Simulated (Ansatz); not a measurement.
# CdSe: structure and electronic structure, part 2 of 2

Aim: relax CdSe, then solve it with and without frozen cores. Methods of the runs shown: PAW, LAPW and norm-conserving. Its runs: cell and atoms relaxed (PAW); the reference run (LAPW, PAW and norm-conserving).

Ansatz 0.2.0; DFT PBE; a Materials Project cell. Earlier steps stand in the parts before.

## Step 3: The relaxed cell, LAPW

File input.yaml:

```yaml
crystal:
  lattice:
    - [0.0, 3.0984096531, 3.0984096531]
    - [3.0984096531, 0.0, 3.0984096531]
    - [3.0984096531, 3.0984096531, 0.0]
  atoms:
    - { symbol: Cd, position: [0.0, 0.0, 0.0] }
    - { symbol: Se, position: [0.25, 0.25, 0.25] }
kpoints:
  mp_grid: { grid: [8, 8, 8] }
  band_path:
    path:
      - [0.0, 0.0, 0.0]
      - [-0.5, -0.5, 0.0]
      - [-0.375, -0.375, 0.25]
      - [-0.375, 0.0, 0.375]
      - [0.0, 0.0, 0.0]
      - [0.0, 0.0, 0.5]
      - [-0.5, -0.25, 0.25]
      - [-0.5, -0.5, 0.0]
    npoints: 14
scf:
  occupations: { method: fermi_dirac, width: 0.02 }
hamiltonian:
  xc: pbe
  pseudopotentials: { kind: all_electron, lapw: { basis_error: 0.0005 } }
output:
  forces: true
  stress: true
  eigenvalues: true
  populations: true
```

Command:

```
$ ansatz run input.yaml --threads 1 --pin off --max-ram 2048MiB --backend cpu --events-out ev --progress --plain --runs-dir out
```

The log of the run:

```text
Cd: projections on atomic orbitals take those of the free atom 1s2 2s2 2p6 3s2 3p6 3d10 4s2 4p6 4d10 5s2, of charge +0.00 (hamiltonian.pseudopotentials.projection_atoms)
Se: projections on atomic orbitals take those of the free atom 1s2 2s2 2p6 3s2 3p6 3d10 4s2 4p4, of charge +0.00 (hamiltonian.pseudopotentials.projection_atoms)
LAPW: plane waves up to 8.594 Å⁻¹, error target 5.0e-4 eV per atom; small_component_spin mean_spin; Se in spheres of 1.290 Å, 24 of its electrons in bands, Dirac shells []; Cd in spheres of 1.393 Å, 20 of its electrons in bands, Dirac shells []
Engine: ansatz 0.2.0
Pseudopotentials: kind: all_electron
Pseudopotential: Cd, LAPW, valence charge 20, Koelling and Harmon's equation, gaussian nucleus
Pseudopotential: Se, LAPW, valence charge 24, Koelling and Harmon's equation, gaussian nucleus
Functional definition: PBE
  parameter kappa = 0.804
  parameter beta = 0.06672455060314922
  exchange = pbe_x(kappa = kappa, mu = beta*pi^2/3)
  correlation = pbe_c(beta = beta)
Crystal: 2 atoms, lattice volume = 59.490 Å³
Basis set: ecut = 281.39259415999265 eV, 609 PW (Γ), exchange–correlation at level 2
Bands: 27, of which v1, the nominal top of the filled ones, is band 22 counted from 1 (21 counted from 0)
Symmetry: 24 space group operations
Space group: F-43m (ITA 216), of the structure as read, at distance tolerance 3.9e-5 Å
k-points: 29 of 512 (time reversal used)
Non-local potential: Cd, projectors of the file, none
Non-local potential: Se, projectors of the file, none
Initial density: superposition of atomic densities (chi_scale 0.1, normalization cell, long waves kept (reshape's long-wave potential 0.00 eV rms))
Initial wavefunctions: plane waves of lowest kinetic energy (no species holds an atomic orbital)
Functional: x = pbe(κ = 0.804, μ = 0.2195149727645171), c = pbe(β = 0.06672455060314922)
iter 1 solved again at ethr=2.37e-3 eV; its pass at ethr=1.00e-1 eV (dr2=1.04e0 eV) is discarded
SCF iter   1: F=—  HF=-218362.757642 eV  |F-HF|=—  |Δ(HF+E_count)|=         —  Δρ=2.82e-2  dr2=1.05e0  ethr=2.37e-3  ⟨swp⟩=2.0  Hψ=4962  notcnv=0
preconditioner: auto → none  [insulator: Δε(μ)=1.031 eV  Ē_g=12.242 eV  σ=0.020 eV  W_gap=1.00  n_scr=14 (ndim 8)  ℏωp=20.4 eV  f_vac=0.235  D(μ)=0.00/eV (n_scr^D=0)  ε∞_Penn≈3.8]
iter 2 solved again at ethr=5.29e-5 eV; its pass at ethr=2.37e-3 eV (dr2=2.33e-2 eV) is discarded
SCF iter   2: F=—  HF=-218362.409871 eV  |F-HF|=—  |Δ(HF+E_count)|=   3.48e-1  Δρ=7.24e-3  dr2=2.33e-2  ethr=5.29e-5  ⟨swp⟩=2.0  Hψ=4152  notcnv=0
SCF iter   3: F=—  HF=-218362.371276 eV  |F-HF|=—  |Δ(HF+E_count)|=   3.86e-2  Δρ=4.23e-3  dr2=1.17e-2  ethr=5.29e-5  ⟨swp⟩=3.0  Hψ=2450  notcnv=0
SCF iter   4: F=—  HF=-218362.371252 eV  |F-HF|=—  |Δ(HF+E_count)|=         —  Δρ=1.33e-3  dr2=1.04e-3  ethr=2.67e-5  ⟨swp⟩=2.0  Hψ=2391  notcnv=0
the basis was enlarged: its passes take 75.2 KiB over the memory plan, 1 of 1 planned eigensolver slots
SCF iter   5: F=—  HF=-218362.371393 eV  |F-HF|=—  |Δ(HF+E_count)|=   1.41e-4  Δρ=1.76e-4  dr2=1.22e-5  ethr=2.37e-6  ⟨swp⟩=2.0  Hψ=2249  notcnv=0
SCF iter   6: F=—  HF=-218362.371404 eV  |F-HF|=—  |Δ(HF+E_count)|=   1.10e-5  Δρ=4.44e-5  dr2=1.07e-6  ethr=2.78e-8  ⟨swp⟩=3.0  Hψ=2311  notcnv=0
SCF iter   7: F=-218362.371407 eV  HF=-218362.371407 eV  |F-HF|=1.17e-7  |Δ(HF+E_count)|=   2.63e-6  Δρ=8.73e-6  dr2=3.52e-8  ethr=2.44e-9  ⟨swp⟩=3.0  Hψ=2409  notcnv=0
SCF 1 converged in 7 iterations: F = -218362.371407 eV  dr2 = 3.52e-8
NSCF: frozen V_eff on 99 k-points
SCF converged after 7 iterations
Free energy (F): -218362.371407 eV
Harris-Foulkes:  -218362.371407 eV  (|F-HF|=1.17e-7)
Internal energy: -218362.371407 eV  (E = F + TS)
E sigma→0 (E₀):  -218362.371407 eV
Entropy (-TS):   -0.000000 eV (-0.000 meV/atom)
Fermi energy:    7.608573 eV
--- Per-component energies (eV) ---
  E_band       = -2123.084848
  E_kinetic    = 227169.631646
  E_xc         = -6605.445200
  E_electrostatic = -438926.557853  (all electrons and nuclei)
  E_smearing   = -0.000000  (= −TS)
  E_closure    = 0.000000  (closes the sum)
  E_atoms      = -218356.868614  (free atoms, spherical and without spin; not in F)
  Σ components = -218362.371407   (vs F -218362.371407, Δ=0.00e0)
  Basis errors (estimates in eV, not in F): energy 2.2e-4 per atom: plane waves 2.0e-4 (1.2e-4 summed), levels above the bands 6.3e-213, relativity 3.5e-8, radial functions 2.1e-5, core shells 4.6e-7; eigenvalues (radial functions only) 5.1e-7; not estimated: angular momenta, meshes, grids; target (lapw.basis_error) 5.0e-4; muffin-tin radii Se 1.290 Å, Cd 1.393 Å
--- Forces (eV/Å), atoms counted from 1 ---
  atom   1  Cd    -0.00000000     0.00000000    -0.00000000
  atom   2  Se     0.00000000    -0.00000000    -0.00000000
  max |Σ_I F_I| component: 3.70e-17 eV/Å
--- Stress (GPa, compression-positive) ---
       -0.004616       0.000000      -0.000000
        0.000000      -0.004616       0.000000
       -0.000000       0.000000      -0.004616
  P = ⅓ Tr σ = -0.0046 GPa (-0.046 kbar)
--- Band table (eV; the first three rows and the last of 29) ---
  k-point 0: bands = ["-199.5209", "-138.9870", "-138.9870", "-138.9870", "-94.1864", "-55.2531", "-55.2531", "-55.2531", "-39.1997", "-39.1997", "-39.1997", "-39.1971", "-39.1971", "-4.9432", "-0.4080", "-0.4080", "-0.4080", "-0.0909", "-0.0909", "7.3504", "7.3504", "7.3504", "7.8443", "13.2889", "13.2889", "13.2889", "16.9101"]
  k-point 1: bands = ["-199.5209", "-138.9870", "-138.9870", "-138.9870", "-94.1864", "-55.2531", "-55.2531", "-55.2531", "-39.1998", "-39.1997", "-39.1997", "-39.1971", "-39.1971", "-4.8961", "-0.3933", "-0.3933", "-0.3631", "-0.0916", "-0.0916", "6.1819", "7.2388", "7.2388", "8.8378", "13.0574", "13.4766", "13.4766", "17.6086"]
  k-point 2: bands = ["-199.5209", "-138.9870", "-138.9870", "-138.9870", "-94.1864", "-55.2532", "-55.2531", "-55.2531", "-39.1998", "-39.1997", "-39.1997", "-39.1971", "-39.1971", "-4.7812", "-0.3613", "-0.3613", "-0.2159", "-0.0889", "-0.0889", "4.8298", "6.9910", "6.9910", "9.5425", "13.2192", "13.7764", "13.7764", "17.3596"]
  k-point 28: bands = ["-199.5209", "-138.9870", "-138.9870", "-138.9870", "-94.1864", "-55.2532", "-55.2532", "-55.2531", "-39.1998", "-39.1998", "-39.1997", "-39.1971", "-39.1971", "-4.5146", "-0.2462", "-0.2457", "-0.1196", "-0.0852", "0.3230", "3.6259", "5.3233", "5.3741", "12.1425", "12.5690", "13.7162", "14.9502", "17.5029"]
--- Löwdin populations: 2 sites ---
  site symbol       q [e]
     0     Cd     46.7888
     1     Se     35.0297
  spilling = 0.002213 (of n_electrons = 82.000000)
```

It took 25 s on 1 thread of Arm Neoverse V2, shared host; peak memory 0.32 GiB.

This run gives: pressure 0.00 GPa; gap 0.49 eV, direct at Γ.

Levels at the path's labelled points, in eV from the valence-band top:

```
point  band 19  band 20  band 21  band 22  band 23  band 24  band 25
    Γ    -7.44     0.00     0.00     0.00     0.49     5.94     5.94
    X    -7.13    -3.83    -1.67    -1.67     3.25     3.70     8.84
    U    -7.06    -3.75    -2.28    -1.36     3.71     5.03     8.11
    K    -7.06    -3.75    -2.28    -1.36     3.71     5.03     8.11
    Γ    -7.44     0.00     0.00     0.00     0.49     5.94     5.94
    L    -7.19    -4.07    -0.67    -0.67     2.32     6.44     6.44
    W    -7.03    -3.72    -2.03    -1.98     4.79     5.22     6.37
    X    -7.13    -3.83    -1.67    -1.67     3.25     3.70     8.84
```

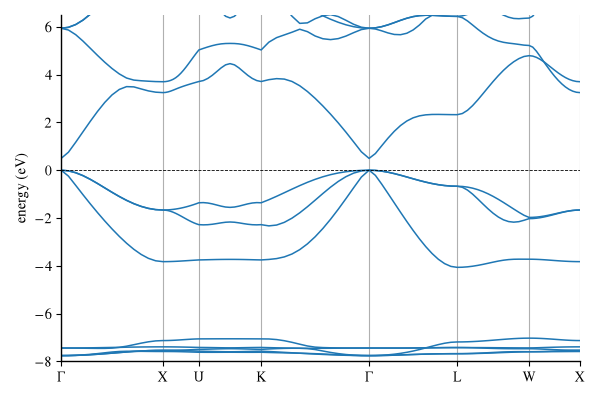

The leg U–K joins two equivalent points. Bands along the path, counted from its valence-band top.

## Step 4: The relaxed cell, PAW

File input.yaml:

```yaml
crystal:
  lattice:
    - [0.0, 3.0984096531, 3.0984096531]
    - [3.0984096531, 0.0, 3.0984096531]
    - [3.0984096531, 3.0984096531, 0.0]
  atoms:
    - { symbol: Cd, position: [0.0, 0.0, 0.0] }
    - { symbol: Se, position: [0.25, 0.25, 0.25] }
kpoints:
  mp_grid: { grid: [8, 8, 8] }
scf:
  occupations: { method: fermi_dirac, width: 0.02 }
hamiltonian:
  xc: pbe
  pseudopotentials: { kind: paw }
output:
  forces: true
  stress: true
  eigenvalues: true
  populations: true
```

Command:

```
$ ansatz run input.yaml --threads 1 --pin off --max-ram 2048MiB --backend cpu --events-out ev --progress --plain --runs-dir out
```

The log of the run, shortened:

```text
[...]
Pseudopotentials: kind: paw
Pseudopotential: Cd, paw, valence charge 20, recommended cutoff 420 eV (normal)
Pseudopotential: Se, paw, valence charge 16, recommended cutoff 420 eV (normal)
Functional definition: PBE
[...]
Crystal: 2 atoms, lattice volume = 59.490 Å³
Basis set: ecut = 420 eV, 1211 PW (Γ), exchange–correlation on 60×60×60 points (8 copies of the dense FFT grid, shifted against one another)
Bands: 22, of which v1, the nominal top of the filled ones, is band 18 counted from 1 (17 counted from 0)
Symmetry: 24 space group operations
Space group: F-43m (ITA 216), of the structure as read, at distance tolerance 3.9e-5 Å
k-points: 29 of 512 (time reversal used)
[...]
SCF iter   1: F=—  HF=-13724.795774 eV  |F-HF|=—  |Δ(HF+E_count)|=         —  Δρ=1.12e-3  dr2=1.61e-3  ethr=1.77e-3  ⟨swp⟩=6.0  Hψ=2753  notcnv=0
[...]
SCF iter   6: F=-13724.796181 eV  HF=-13724.796181 eV  |F-HF|=1.57e-8  |Δ(HF+E_count)|=   5.40e-7  Δρ=3.08e-6  dr2=4.89e-9  ethr=2.78e-10  ⟨swp⟩=5.3  Hψ=2714  notcnv=0
[...]
SCF converged after 6 iterations
Free energy (F): -13724.796181 eV
[...]
E sigma→0 (E₀):  -13724.796181 eV
Entropy (-TS):   -0.000000 eV (-0.000 meV/atom)
Fermi energy:    6.953114 eV
[...]
--- Forces (eV/Å), atoms counted from 1 ---
  atom   1  Cd     0.00000000    -0.00000000     0.00000000
  atom   2  Se    -0.00000000     0.00000000    -0.00000000
[...]
--- Stress (GPa, compression-positive) ---
       -0.018790      -0.000000       0.000000
        0.000000      -0.018790       0.000000
        0.000000       0.000000      -0.018790
  P = ⅓ Tr σ = -0.0188 GPa (-0.188 kbar)
--- Band table (eV; the first three rows and the last of 29) ---
[... band rows left out ...]
[...]
--- Löwdin populations: 2 sites ---
  site symbol       q [e]
     0     Cd     18.7886
     1     Se     17.0244
  spilling = 0.005194 (of n_electrons = 36.000000)
```

Run time: 3.6 s. Hardware: 1 thread of Arm Neoverse V2, shared host; peak memory 0.34 GiB.

Result: pressure -0.02 GPa; gap on the k mesh 0.49 eV.

## Step 5: The relaxed cell, norm-conserving

Edit input.yaml of step 4 so:

```diff
@@ -14,3 +14,3 @@
   xc: pbe
-  pseudopotentials: { kind: paw }
+  pseudopotentials: { kind: nc }
 output:
@@ -19,2 +19 @@
   eigenvalues: true
-  populations: true
```

Command:

```
$ ansatz run input.yaml --threads 1 --pin off --max-ram 2048MiB --backend cpu --events-out ev --progress --plain --runs-dir out
```

The log of the run, shortened:

```text
[...]
Pseudopotentials: kind: nc
Pseudopotential: Cd, nc, valence charge 20, recommended cutoff 1071 eV (normal), Cd.nc.azcp
Pseudopotential: Se, nc, valence charge 16, recommended cutoff 1170.089609 eV (normal), Se.nc.azcp
Functional definition: PBE
[...]
Crystal: 2 atoms, lattice volume = 59.490 Å³
Basis set: ecut = 1170.089609 eV, 5329 PW (Γ), exchange–correlation on 100×100×100 points (8 copies of the dense FFT grid, shifted against one another)
Bands: 22, of which v1, the nominal top of the filled ones, is band 18 counted from 1 (17 counted from 0)
Symmetry: 24 space group operations
Space group: F-43m (ITA 216), of the structure as read, at distance tolerance 3.9e-5 Å
k-points: 29 of 512 (time reversal used)
[...]
SCF iter   1: F=—  HF=-8068.311598 eV  |F-HF|=—  |Δ(HF+E_count)|=         —  Δρ=6.33e-2  dr2=2.26e0  ethr=3.10e-3  ⟨swp⟩=7.9  Hψ=3534  notcnv=0
[...]
SCF iter   7: F=-8067.471849 eV  HF=-8067.471849 eV  |F-HF|=2.76e-8  |Δ(HF+E_count)|=   8.30e-7  Δρ=6.78e-6  dr2=1.25e-8  ethr=2.78e-10  ⟨swp⟩=9.5  Hψ=3756  notcnv=0
[...]
SCF converged after 7 iterations
Free energy (F): -8067.471849 eV
[...]
E sigma→0 (E₀):  -8067.471849 eV
Entropy (-TS):   -0.000000 eV (-0.000 meV/atom)
Fermi energy:    7.237924 eV
[...]
--- Forces (eV/Å), atoms counted from 1 ---
  atom   1  Cd     0.00000000    -0.00000000    -0.00000000
  atom   2  Se    -0.00000000     0.00000000     0.00000000
[...]
--- Stress (GPa, compression-positive) ---
       -0.023015       0.000000      -0.000000
       -0.000000      -0.023015       0.000000
       -0.000000       0.000000      -0.023015
  P = ⅓ Tr σ = -0.0230 GPa (-0.230 kbar)
--- Band table (eV; the first three rows and the last of 29) ---
  k-point 0: bands = ["-94.5607", "-55.6153", "-55.6153", "-55.6153", "-39.6197", "-39.6197", "-39.6197", "-39.6167", "-39.6167", "-5.3144", "-0.7775", "-0.7775", "-0.7775", "-0.4607", "-0.4607", "6.9802", "6.9802", "6.9802", "7.4733", "12.9218", "12.9218", "12.9218"]
[...]
```

Wall time 10 s (1 thread of Arm Neoverse V2, shared host); peak memory 0.36 GiB.

This run gives: pressure -0.02 GPa; gap on the k mesh 0.49 eV.

## Step 6: Side by side

| run | pressure (GPa) | gap on the k mesh (eV) | SCF cycles, all passes |
| --- | --- | --- | --- |
| Relaxed cell, LAPW | 0.00 | 0.49 | 7 |
| Relaxed cell, PAW | -0.02 | 0.49 | 6 |
| Relaxed cell, norm-conserving | -0.02 | 0.49 | 7 |

## Step 7: Summary of results

What follows sums up all 2 parts.

| quantity | value |
| --- | --- |
| volume, relaxed (PAW) | 29.745 Å³/atom, F-43m |
| gap (LAPW) | 0.49 eV, direct at Γ |

In words: Relaxing changes the volume by +2.8 %, to 29.75 Å³/atom. A gap opens: 0.49 eV, direct at Γ. It is the Kohn-Sham gap of a semilocal functional, which mostly lies below the gap found in experiment. PAW lies -0.01 GPa from LAPW in pressure and less than 0.01 eV in the gap.
